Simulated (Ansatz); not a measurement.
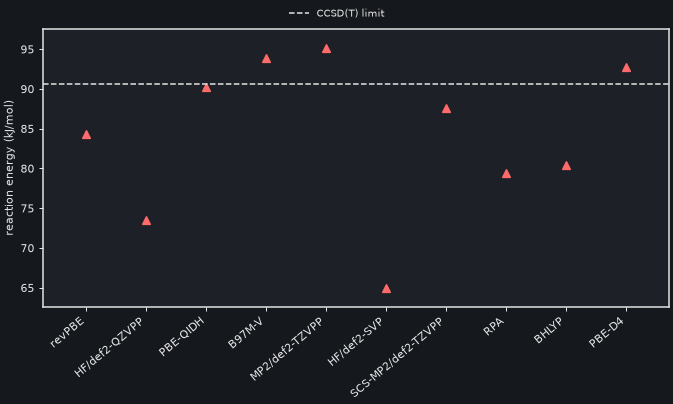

Electronic reaction energy of GeSiH₃ClF₂ (F[Si](F)(Cl)[GeH3]) + H₂ ([H][H]) → GeSiH₄F₂ (F[SiH](F)[GeH3]) + HCl (Cl) (SMILES in brackets) at several levels (functionals in def2-TZVPP unless a basis is named), isolated molecules at PBE0-D4 triple-zeta geometries, minima by their frequencies, no zero-point or thermal terms, the Ansatz code 0.2.0. The line is frozen-core CCSD(T) at the basis limit (MP2 extrapolated from triple and quadruple zeta, plus CCSD(T) less MP2 in a smaller set). PBE-QIDH and RPA hold a correlation term that converges slowly with the basis, so part of the distance to the limit is basis error. No dispersion term is added to revPBE, PBE-QIDH and BHLYP. The distance of MP2/def2-TZVPP, HF/def2-SVP and SCS-MP2/def2-TZVPP to the limit includes basis error. The limit lies 5.0 kJ/mol from CCSD(T)/def2-TZVPP, so the line itself is uncertain by a part of that.

**What do zero-point energy and temperature add?**

Zero-point change 8.4 kJ/mol; at 298.15 K and 1 bar the CCSD(T) limit plus thermal terms gives an enthalpy of reaction of 95.9 and a free energy of 88.2 kJ/mol (harmonic PBE0-D4 modes, ideal gas).

**Give the values.**

| level | kJ/mol | less CCSD(T) limit |
| --- | --- | --- |
| revPBE | 84.3 | −6.3 |
| HF/def2-QZVPP | 73.5 | −17.0 |
| PBE-QIDH | 90.2 | −0.4 |
| B97M-V | 93.9 | 3.4 |
| MP2/def2-TZVPP | 95.1 | 4.5 |
| HF/def2-SVP | 65.0 | −25.6 |
| SCS-MP2/def2-TZVPP | 87.6 | −2.9 |
| RPA | 79.4 | −11.2 |
| BHLYP | 80.4 | −10.1 |
| PBE-D4 | 92.8 | 2.2 |
| CCSD(T) limit | 90.6 | 0.0 |

Known limits of this run: no scalar relativity up to krypton; outer-core shells are correlated without core-valence functions, which makes the correlated values less sure.
